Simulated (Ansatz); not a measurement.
```xyz
7

B    -0.6695    0.0585   -0.4650
N     0.5603    0.2727    0.4352
S    -0.6982   -1.6605   -0.7321
H     0.5008   -1.0705    0.2002
H    -1.3745    0.9457   -0.8359
H     1.3126    0.8230    0.0311
H     0.3685    0.6309    1.3664
```

A transition-state structure; geometry: PBE0-D4/def2-TZVP.

The calculation used Ansatz 0.2.0, RKS PBE0-D4/def2-TZVPP.

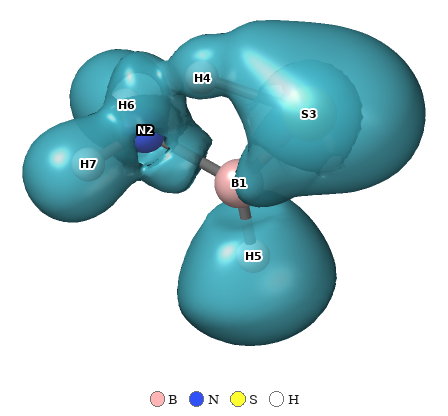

BH$_{4}$NS. Isosurface of the ELF at 0.75 (cyan), seen at a tilt. Only the valence region is drawn (cores and ρ < 0.01 e/Å³ removed).

Describe the localisation domains.

The ELF exceeds this value in one region around a hydrogen nucleus and one joined region spread over several atoms (H, N, S), in which their bonds and any lone pairs are merged. Profiles from the grid: B–N (1.54 Å): the ELF peaks at about 0.95 between the atoms (a polar covalent bond). B–S (1.74 Å): the ELF peaks at about 0.90 between the atoms, as expected for localised, covalent bonding.
